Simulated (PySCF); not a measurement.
**C2H10BNSi: electronic excitations at several levels of theory**

Aim: compute the electronic excitations of C2H10BNSi (`CB(C)[SiH2]N`) at several levels, and see how far they spread and what each costs.

Programs: PySCF 2.14.0, with density-fitted response routines of our own. Each step states its level of theory. These are calculated values for one molecule in the gas phase, unless marked as measured. Atoms count from 0, in the outputs and in this text.

### 1 Starting geometry

15 atoms, charge 0, multiplicity 1; geometry from: GFN2-xTB. The atoms were then displaced at random by about 0.01 Å, so the start is not that level's minimum.

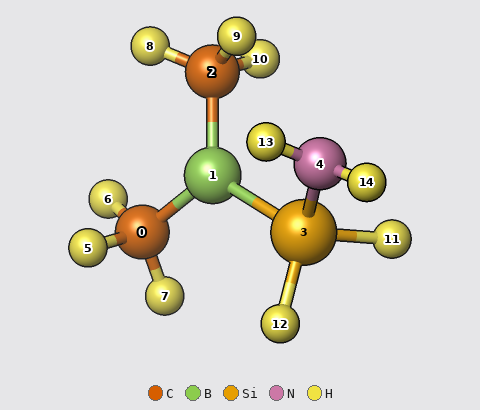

As it starts; carbon orange, boron green, silicon amber, nitrogen pink, hydrogen yellow, atoms numbered.

### 2 Optimising the geometry at PBE0-D3(BJ)/def2-SVP

What the job is given:

```
{"job": {"xc": "PBE0", "basis": "def2-SVP", "d3": "d3bj", "grid": 1, "shake": 0.01, "kind": "geom"}, "charge": 0, "multiplicity": 1}
C     -1.657200     0.659040     0.978690
B     -0.574550    -0.065010     0.136890
C     -1.024280    -0.884380    -1.139370
Si     1.353700     0.006860     0.673820
N      2.283770     0.120420    -0.772420
H     -1.657410     1.745600     0.693710
H     -2.684830     0.337790     0.790900
H     -1.482920     0.667600     2.043490
H     -1.959590    -0.575540    -1.543500
H     -0.258850    -0.899200    -1.911400
H     -1.131440    -1.924740    -0.807660
H      1.851470    -1.221520     1.313630
H      1.633300     1.082350     1.644580
H      2.008960     0.814360    -1.446880
H      3.284540     0.118980    -0.661720
```

On the command line:

```sh
$ OMP_NUM_THREADS=1 python probes_run.py task.json out
```

This one command runs all jobs of the session in turn.

The program printed:

```text
step   0  E = -450.81115131  max force = 0.025051
step   1  E = -450.81634986  max force = 0.005192
step   2  E = -450.81661951  max force = 0.001562
step   3  E = -450.81670605  max force = 0.000752
step   4  E = -450.81678576  max force = 0.001755
step   5  E = -450.81687045  max force = 0.001487
step   6  E = -450.81692538  max force = 0.000866
step   7  E = -450.81696083  max force = 0.000721
step   8  E = -450.81698792  max force = 0.001080
step   9  E = -450.81700521  max force = 0.000692
step  10  E = -450.81701200  max force = 0.000324
optimisation converged
```

Wall time 63 s (1 thread of Arm Neoverse V1, shared host); peak memory 0.52 GiB.

The steps of the relaxation:

```
step  energy from step 0 (eV)  largest force component (eV/Å)
   0                   0.0000                          1.2882
   1                  -0.1415                          0.2670
   2                  -0.1488                          0.0803
   3                  -0.1512                          0.0387
   4                  -0.1533                          0.0902
   5                  -0.1556                          0.0765
   6                  -0.1571                          0.0445
   7                  -0.1581                          0.0371
   8                  -0.1588                          0.0555
   9                  -0.1593                          0.0356
  10                  -0.1595                          0.0167
```

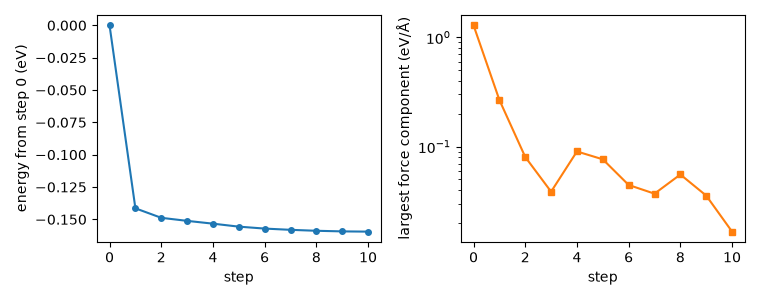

Energy and largest force along the relaxation.

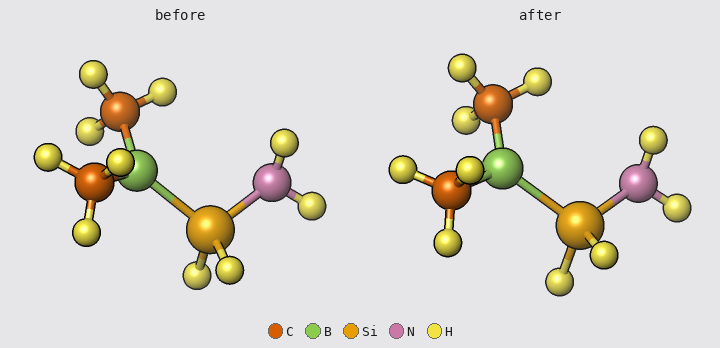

The geometry before (left) and after (right).

Close pairs (by a distance rule), those that changed most:

```
   bond  before (Å)  after (Å)  change (Å)
  C2–H8       1.065      1.102      +0.037
Si3–H12       1.476      1.512      +0.036
Si3–H11       1.472      1.503      +0.031
 B1–Si3       2.003      2.030      +0.027
 Si3–N4       1.723      1.746      +0.023
  C0–H7       1.079      1.101      +0.022
  B1–C2       1.582      1.564      -0.018
  C0–B1       1.551      1.567      +0.016
```

The end geometry stands in the next job.

```
                         at the end point                value
  point group (found at 0.08 Å tolerance)                   C1
rotational constants (GHz, main isotopes)  5.564, 2.303, 1.717
                        dipole moment (D)                 1.19
```

### 3 Excited states and response: PBE0/def2-SVP

What the job is given:

```
{"job": {"kind": "uv", "xc": "PBE0", "basis": "def2-SVP"}, "charge": 0, "multiplicity": 1}
C     -1.623600     0.397176     1.294307
B     -0.534231    -0.052724     0.262307
C     -0.942811    -0.662990    -1.118989
Si     1.428744     0.115287     0.751282
N      2.438422    -0.076729    -0.660698
H     -1.778085     1.473406     1.070421
H     -2.603778    -0.088918     1.162797
H     -1.323168     0.354584     2.352480
H     -1.947594    -0.380661    -1.472220
H     -0.203265    -0.556035    -1.925931
H     -0.985993    -1.752642    -0.905242
H      1.802549    -0.983271     1.706651
H      1.657307     1.390801     1.530369
H      2.233154     0.510443    -1.462791
H      3.443879    -0.137215    -0.536574
```

Level: TDDFT PBE0/def2-SVP, vertical, gas phase, core orbitals frozen in the response.

The program printed:

```text
coarse grid: 12144 points
cycle   1  E = -450.6841932850  dE =  6.325e-02  |g| = 5.261e-01  |ddm| = 3.589e+00
cycle   2  E = -450.6529212041  dE =  3.127e-02  |g| = 6.409e-01  |ddm| = 1.151e+00
cycle   3  E = -450.7526391231  dE = -9.972e-02  |g| = 6.111e-02  |ddm| = 6.698e-01
cycle   4  E = -450.7534599685  dE = -8.208e-04  |g| = 2.375e-02  |ddm| = 8.666e-02
cycle   5  E = -450.7535991066  dE = -1.391e-04  |g| = 3.328e-03  |ddm| = 2.524e-02
cycle   6  E = -450.7536027684  dE = -3.662e-06  |g| = 6.361e-04  |ddm| = 6.616e-03
final grid: 110264 points
cycle   7  E = -450.8069600582  dE = -1.705e-05  |g| = 7.938e-03  |ddm| = 2.195e-02
cycle   8  E = -450.8069524031  dE =  7.655e-06  |g| = 9.816e-03  |ddm| = 1.667e-02
cycle   9  E = -450.8069759069  dE = -2.350e-05  |g| = 7.160e-04  |ddm| = 9.302e-03
cycle  10  E = -450.8069760333  dE = -1.264e-07  |g| = 8.663e-05  |ddm| = 7.956e-04
cycle  11  E = -450.8069760351  dE = -1.780e-09  |g| = 1.948e-05  |ddm| = 1.240e-04
cycle  12  E = -450.8069760352  dE = -1.326e-10  |g| = 3.091e-06  |ddm| = 3.833e-05
converged SCF energy = -450.8069760352

Static polarisability (au): isotropic 67.200, principal 56.146 70.169 75.285

Singlet excitations
state   eV       nm        f      main configurations
  1   4.4216    280.4   0.00480   H->L 0.84, H-1->L 0.15
  2   5.0202    247.0   0.01078   H-1->L 0.83, H->L 0.16
  3   6.0556    204.7   0.00154   H-2->L 0.99
  4   6.5522    189.2   0.00254   H->L+1 0.97
  5   7.0894    174.9   0.06911   H-3->L 0.94
  6   7.4382    166.7   0.03621   H-1->L+1 0.93
  7   7.6896    161.2   0.00180   H->L+2 0.91
  8   8.0215    154.6   0.00161   H-4->L 0.80, H->L+3 0.12
  9   8.1560    152.0   0.01425   H->L+3 0.77, H-4->L 0.10
 10   8.2245    150.7   0.03782   H-1->L+2 0.78, H->L+4 0.17

Triplet excitations (Tamm-Dancoff, eV): 3.6289 4.7104 5.5187 6.1327
```

Run time: 14 s. Hardware: 1 thread of Arm Neoverse V1, shared host; peak memory 0.65 GiB.

The orbitals next to the gap, with their largest atomic shares:

```
orbital     eV                         atoms
 HOMO−3  -9.23  Si3 40 %, H11 28 %, H12 15 %
 HOMO−2  -8.94     B1 28 %, C0 28 %, C2 26 %
 HOMO−1  -7.46    Si3 28 %, B1 24 %, N4 19 %
   HOMO  -6.81   N4 56 %, H12 13 %, Si3 13 %
   LUMO  -1.06    B1 67 %, Si3 11 %, H10 4 %
 LUMO+1   1.28  Si3 35 %, H13 16 %, H14 14 %
 LUMO+2   1.92    H5 16 %, C0 12 %, H10 10 %
```

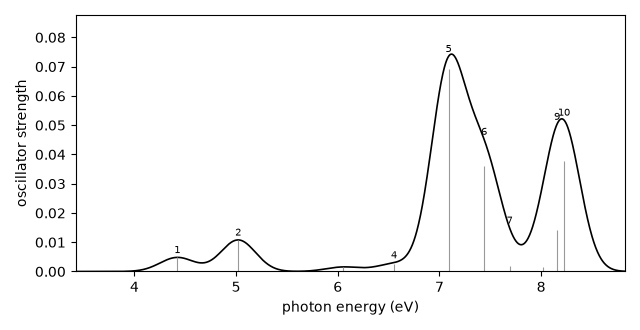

Absorption spectrum from the 10 singlet states computed; above the last one it falls off for lack of states. Lines are broadened to a width of 0.40 eV (Gaussian).

Ground-state properties from the same run:

```
           property  computed
  dipole moment (D)      1.19
polarisability (Å³)      9.96
 HOMO–LUMO gap (eV)      5.74
      −ε(HOMO) (eV)      6.81
```

### 4 Excited states and response: PBE0/def2-TZVP

Settings changed since step 3:

```diff
@@ -1,2 +1,2 @@
-{"job": {"kind": "uv", "xc": "PBE0", "basis": "def2-SVP"}, "charge": 0, "multiplicity": 1}
+{"job": {"kind": "uv", "xc": "PBE0", "basis": "def2-TZVP"}, "charge": 0, "multiplicity": 1}
 C     -1.623600     0.397176     1.294307
```

With the program's defaults for keys left out, this is: TDDFT PBE0/def2-TZVP, vertical, gas phase, core orbitals frozen in the response.

The program printed:

```text
coarse grid: 12144 points
cycle   1  E = -451.0221653194  dE =  7.720e-02  |g| = 5.720e-01  |ddm| = 2.599e+00
cycle   2  E = -450.9785094713  dE =  4.366e-02  |g| = 7.211e-01  |ddm| = 1.044e+00
cycle   3  E = -451.0993256950  dE = -1.208e-01  |g| = 7.282e-02  |ddm| = 6.459e-01
cycle   4  E = -451.1003294061  dE = -1.004e-03  |g| = 3.196e-02  |ddm| = 7.214e-02
cycle   5  E = -451.1005629977  dE = -2.336e-04  |g| = 4.206e-03  |ddm| = 2.451e-02
cycle   6  E = -451.1005682620  dE = -5.264e-06  |g| = 1.018e-03  |ddm| = 5.652e-03
final grid: 110264 points
cycle   7  E = -451.0876557140  dE = -4.516e-05  |g| = 8.634e-03  |ddm| = 4.042e-02
cycle   8  E = -451.0876459786  dE =  9.735e-06  |g| = 1.086e-02  |ddm| = 1.412e-02
cycle   9  E = -451.0876727560  dE = -2.678e-05  |g| = 8.688e-04  |ddm| = 7.698e-03
cycle  10  E = -451.0876729177  dE = -1.617e-07  |g| = 2.331e-04  |ddm| = 8.065e-04
cycle  11  E = -451.0876729301  dE = -1.234e-08  |g| = 3.727e-05  |ddm| = 1.869e-04
cycle  12  E = -451.0876729304  dE = -3.603e-10  |g| = 7.134e-06  |ddm| = 4.037e-05
converged SCF energy = -451.0876729304

Static polarisability (au): isotropic 74.862, principal 62.191 78.255 84.139

Singlet excitations
state   eV       nm        f      main configurations
  1   4.4429    279.1   0.00452   H->L 0.84, H-1->L 0.15
  2   5.0594    245.1   0.00969   H-1->L 0.83, H->L 0.16
  3   6.0037    206.5   0.00157   H-2->L 0.98
  4   6.1704    200.9   0.00445   H->L+1 0.94
  5   6.8468    181.1   0.02790   H-1->L+1 0.87
  6   6.9176    179.2   0.02640   H->L+2 0.69, H-3->L 0.19
  7   7.0864    175.0   0.04576   H-3->L 0.77, H->L+2 0.17
  8   7.4754    165.9   0.01874   H-1->L+2 0.91
  9   7.7937    159.1   0.00869   H->L+3 0.69, H->L+4 0.17
 10   7.9514    155.9   0.02492   H->L+5 0.68, H->L+4 0.15

Triplet excitations (Tamm-Dancoff, eV): 3.5803 4.7900 5.4740 5.8352
```

It took 33 s on 1 thread of Arm Neoverse V1, shared host; peak memory 0.88 GiB.

Key values: HOMO -7.01 eV, LUMO -1.17 eV; lowest singlet 4.44 eV.

### 5 TDDFT and polarisability: PBE0/aug-cc-pVDZ

Settings changed since step 4:

```diff
@@ -1,2 +1,2 @@
-{"job": {"kind": "uv", "xc": "PBE0", "basis": "def2-TZVP"}, "charge": 0, "multiplicity": 1}
+{"job": {"kind": "uv", "xc": "PBE0", "basis": "aug-cc-pVDZ"}, "charge": 0, "multiplicity": 1}
 C     -1.623600     0.397176     1.294307
```

With the program's defaults for keys left out, this is: TDDFT PBE0/aug-cc-pVDZ, vertical, gas phase, core orbitals frozen in the response.

The program printed:

```text
coarse grid: 12144 points
cycle   1  E = -450.9468862482  dE =  1.194e-01  |g| = 5.455e-01  |ddm| = 8.685e+00
cycle   2  E = -450.9028717592  dE =  4.401e-02  |g| = 6.925e-01  |ddm| = 2.292e+00
cycle   3  E = -451.0200400381  dE = -1.172e-01  |g| = 7.388e-02  |ddm| = 1.210e+00
cycle   4  E = -451.0212685487  dE = -1.229e-03  |g| = 2.396e-02  |ddm| = 1.768e-01
cycle   5  E = -451.0214111161  dE = -1.426e-04  |g| = 3.620e-03  |ddm| = 5.428e-02
cycle   6  E = -451.0214157788  dE = -4.663e-06  |g| = 8.663e-04  |ddm| = 1.238e-02
final grid: 110264 points
cycle   7  E = -451.0325213868  dE = -1.767e-05  |g| = 8.356e-03  |ddm| = 1.430e-01
cycle   8  E = -451.0325114787  dE =  9.908e-06  |g| = 1.062e-02  |ddm| = 3.598e-02
cycle   9  E = -451.0325391597  dE = -2.768e-05  |g| = 8.679e-04  |ddm| = 1.865e-02
cycle  10  E = -451.0325393449  dE = -1.852e-07  |g| = 1.162e-04  |ddm| = 1.727e-03
cycle  11  E = -451.0325393481  dE = -3.154e-09  |g| = 2.845e-05  |ddm| = 3.268e-04
cycle  12  E = -451.0325393484  dE = -2.794e-10  |g| = 6.250e-06  |ddm| = 8.990e-05
converged SCF energy = -451.0325393484

Static polarisability (au): isotropic 79.935, principal 66.678 83.755 89.372

Singlet excitations
state   eV       nm        f      main configurations
  1   4.4552    278.3   0.00435   H->L 0.84, H-1->L 0.14
  2   5.0588    245.1   0.01047   H-1->L 0.83, H->L 0.15
  3   5.6417    219.8   0.00656   H->L+1 0.83, H->L+2 0.11
  4   6.0150    206.1   0.00163   H-2->L 0.98
  5   6.1665    201.1   0.03103   H->L+2 0.73, H->L+1 0.13, H-1->L+1 0.10
  6   6.3643    194.8   0.00795   H-1->L+1 0.79, H->L+2 0.10
  7   6.6135    187.5   0.01241   H->L+3 0.78, H->L+4 0.09
  8   6.7372    184.0   0.03792   H-1->L+2 0.70, H->L+4 0.10, H->L+3 0.08
  9   6.7921    182.5   0.00263   H->L+4 0.71, H-1->L+2 0.14
 10   6.9725    177.8   0.00029   H->L+5 0.59, H->L+7 0.21

Triplet excitations (Tamm-Dancoff, eV): 3.6418 4.7783 5.4220 5.4876
```

Wall time 32 s (1 thread of Arm Neoverse V1, shared host); peak memory 0.78 GiB.

Key values: HOMO -7.00 eV, LUMO -1.19 eV; lowest singlet 4.46 eV.

### 6 Excited states and response: PBE0/def2-TZVPD

Settings changed since step 5:

```diff
@@ -1,2 +1,2 @@
-{"job": {"kind": "uv", "xc": "PBE0", "basis": "aug-cc-pVDZ"}, "charge": 0, "multiplicity": 1}
+{"job": {"kind": "uv", "xc": "PBE0", "basis": "def2-TZVPD"}, "charge": 0, "multiplicity": 1}
 C     -1.623600     0.397176     1.294307
```

With the program's defaults for keys left out, this is: TDDFT PBE0/def2-TZVPD, vertical, gas phase, core orbitals frozen in the response.

The program printed:

```text
coarse grid: 12144 points
cycle   1  E = -451.0239386332  dE =  7.673e-02  |g| = 5.704e-01  |ddm| = 3.044e+00
cycle   2  E = -450.9773688629  dE =  4.657e-02  |g| = 7.277e-01  |ddm| = 1.293e+00
cycle   3  E = -451.1007286469  dE = -1.234e-01  |g| = 7.676e-02  |ddm| = 6.869e-01
cycle   4  E = -451.1018555042  dE = -1.127e-03  |g| = 3.243e-02  |ddm| = 7.819e-02
cycle   5  E = -451.1020969041  dE = -2.414e-04  |g| = 4.200e-03  |ddm| = 2.803e-02
cycle   6  E = -451.1021021664  dE = -5.262e-06  |g| = 1.031e-03  |ddm| = 6.609e-03
final grid: 110264 points
cycle   7  E = -451.0892022150  dE = -4.774e-05  |g| = 8.617e-03  |ddm| = 1.843e-01
cycle   8  E = -451.0891922134  dE =  1.000e-05  |g| = 1.090e-02  |ddm| = 1.676e-02
cycle   9  E = -451.0892192589  dE = -2.705e-05  |g| = 9.072e-04  |ddm| = 8.865e-03
cycle  10  E = -451.0892194366  dE = -1.776e-07  |g| = 2.382e-04  |ddm| = 8.605e-04
cycle  11  E = -451.0892194495  dE = -1.290e-08  |g| = 3.864e-05  |ddm| = 2.606e-04
cycle  12  E = -451.0892194498  dE = -3.893e-10  |g| = 7.617e-06  |ddm| = 5.512e-05
converged SCF energy = -451.0892194498

Static polarisability (au): isotropic 79.312, principal 66.184 82.962 88.791

Singlet excitations
state   eV       nm        f      main configurations
  1   4.4376    279.4   0.00438   H->L 0.84, H-1->L 0.14
  2   5.0555    245.2   0.01008   H-1->L 0.84, H->L 0.15
  3   5.8406    212.3   0.00533   H->L+1 0.75, H->L+2 0.20
  4   5.9903    207.0   0.00164   H-2->L 0.98
  5   6.3149    196.3   0.02850   H->L+2 0.62, H->L+1 0.21, H-1->L+1 0.14
  6   6.5069    190.5   0.00980   H-1->L+1 0.70, H->L+2 0.14, H-1->L+2 0.12
  7   6.8785    180.2   0.02697   H-1->L+2 0.77, H-1->L+1 0.12
  8   6.9910    177.3   0.02642   H->L+3 0.56, H-3->L 0.34
  9   7.0505    175.9   0.03452   H-3->L 0.55, H->L+3 0.34
 10   7.3034    169.8   0.02748   H->L+4 0.75

Triplet excitations (Tamm-Dancoff, eV): 3.5752 4.7912 5.4626 5.5862
```

Run time: 49 s. Hardware: 1 thread of Arm Neoverse V1, shared host; peak memory 0.98 GiB.

This run: HOMO -7.05 eV, LUMO -1.22 eV; lowest singlet 4.44 eV.

### 7 Ultraviolet spectrum: PBE0/6-31+G*

Settings changed since step 6:

```diff
@@ -1,2 +1,2 @@
-{"job": {"kind": "uv", "xc": "PBE0", "basis": "def2-TZVPD"}, "charge": 0, "multiplicity": 1}
+{"job": {"kind": "uv", "xc": "PBE0", "basis": "6-31+G*"}, "charge": 0, "multiplicity": 1}
 C     -1.623600     0.397176     1.294307
```

Level: TDDFT PBE0/6-31+G*, vertical, gas phase, core orbitals frozen in the response.

The program printed:

```text
coarse grid: 12144 points
cycle   1  E = -450.9705742431  dE =  1.035e-01  |g| = 5.466e-01  |ddm| = 3.366e+00
cycle   2  E = -450.9302369569  dE =  4.034e-02  |g| = 6.807e-01  |ddm| = 1.753e+00
cycle   3  E = -451.0444868751  dE = -1.142e-01  |g| = 7.334e-02  |ddm| = 1.101e+00
cycle   4  E = -451.0456780145  dE = -1.191e-03  |g| = 2.380e-02  |ddm| = 1.101e-01
cycle   5  E = -451.0458209653  dE = -1.430e-04  |g| = 3.220e-03  |ddm| = 3.814e-02
cycle   6  E = -451.0458245085  dE = -3.543e-06  |g| = 6.331e-04  |ddm| = 1.163e-02
final grid: 110264 points
cycle   7  E = -450.9951385333  dE = -1.679e-05  |g| = 8.505e-03  |ddm| = 4.885e-02
cycle   8  E = -450.9951283552  dE =  1.018e-05  |g| = 1.087e-02  |ddm| = 1.929e-02
cycle   9  E = -450.9951570555  dE = -2.870e-05  |g| = 8.907e-04  |ddm| = 1.228e-02
cycle  10  E = -450.9951572543  dE = -1.987e-07  |g| = 1.134e-04  |ddm| = 1.225e-03
cycle  11  E = -450.9951572571  dE = -2.852e-09  |g| = 2.569e-05  |ddm| = 2.634e-04
cycle  12  E = -450.9951572573  dE = -2.190e-10  |g| = 4.494e-06  |ddm| = 7.886e-05
converged SCF energy = -450.9951572573

Static polarisability (au): isotropic 72.223, principal 60.201 76.409 80.058

Singlet excitations
state   eV       nm        f      main configurations
  1   4.5110    274.8   0.00498   H->L 0.82, H-1->L 0.17
  2   5.1070    242.8   0.01259   H-1->L 0.81, H->L 0.17
  3   5.7299    216.4   0.00648   H->L+1 0.80, H->L+2 0.15
  4   6.0445    205.1   0.00155   H-2->L 0.98
  5   6.2569    198.2   0.03059   H->L+2 0.72, H->L+1 0.16, H-1->L+1 0.08
  6   6.4582    192.0   0.01320   H-1->L+1 0.80, H-1->L+2 0.09, H->L+2 0.08
  7   6.8082    182.1   0.01234   H->L+3 0.54, H-1->L+2 0.30
  8   6.8379    181.3   0.03719   H-1->L+2 0.56, H->L+3 0.36
  9   7.0898    174.9   0.00406   H->L+4 0.72, H-3->L 0.11
 10   7.1859    172.5   0.03775   H-3->L 0.76, H->L+4 0.13

Triplet excitations (Tamm-Dancoff, eV): 3.6972 4.8230 5.4977 5.5129
```

Wall time 13 s (1 thread of Arm Neoverse V1, shared host); peak memory 0.65 GiB.

In short: HOMO -6.98 eV, LUMO -1.11 eV; lowest singlet 4.51 eV.

### 8 Comparing the runs: electronic excitations

Excitations and ground-state properties, with basis size and wall time:

```
             run  lowest singlet (eV)  brightest (eV)      f  gap (eV)  α (Å³)  μ (D)  functions  time
   PBE0/def2-SVP                 4.42            7.09  0.069      5.74    9.96   1.19        124  14 s
  PBE0/def2-TZVP                 4.44            7.09  0.046      5.84   11.09   1.12        221  33 s
PBE0/aug-cc-pVDZ                 4.46            6.74  0.038      5.82   11.85   1.05        209  32 s
 PBE0/def2-TZVPD                 4.44            7.05  0.035      5.83   11.75   1.08        281  49 s
    PBE0/6-31+G*                 4.51            7.19  0.038      5.87   10.70   1.13        114  13 s
```

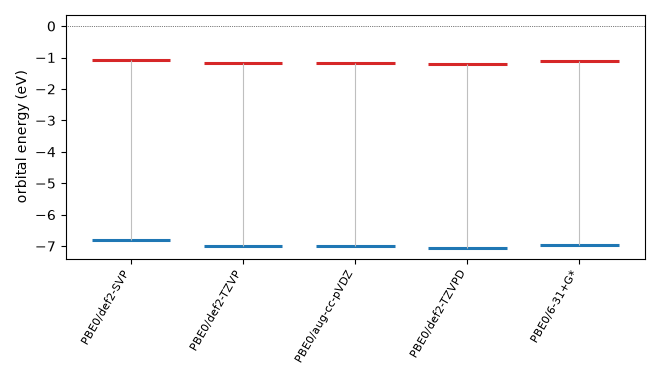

HOMO (blue) and LUMO (red) run by run.

### 9 Results

| quantity | value |
| --- | --- |
| point group | C1 |
| rotational constants (main isotopes) | 5.56, 2.30, 1.72 GHz |
| lowest singlet (PBE0/def2-SVP) | 4.42 eV (280 nm), f = 0.005 |
| brightest single state of those computed | state 5, 7.09 eV, f = 0.069 |
| lowest triplet | 3.63 eV |
| range of the lowest singlet | 4.42 to 4.51 eV |

**Reading.** Single values in the summary come from the first run of each kind that ended normally (PBE0/def2-SVP), which need not be the best level. Over 10 steps the energy fell by 0.159 eV; of the close pairs, C2–H8 changed most, 1.065 to 1.102 Å. The first singlet state (HOMO→LUMO 0.84, HOMO−1→LUMO 0.15) lies at 4.42 eV and is weak; of the 10 states computed, the strongest absorption comes from state 5 at 7.09 eV (the last state computed is bright too, and its partners may lie past the list). The lowest triplet lies 0.79 eV below the lowest singlet (triplets in Tamm-Dancoff, singlets in full TDDFT). States above −ε(HOMO) lie where TDDFT describes them poorly and they hang on the basis; the brightest is among them. The basis of PBE0/def2-SVP has no diffuse functions, so Rydberg states are missing and the high states are unreliable. The lowest singlet runs from 4.42 eV (PBE0/def2-SVP) to 4.51 eV (PBE0/6-31+G*), while the orbital gap spans 5.74 to 5.87 eV. The lowest state need not be the same one in every run.
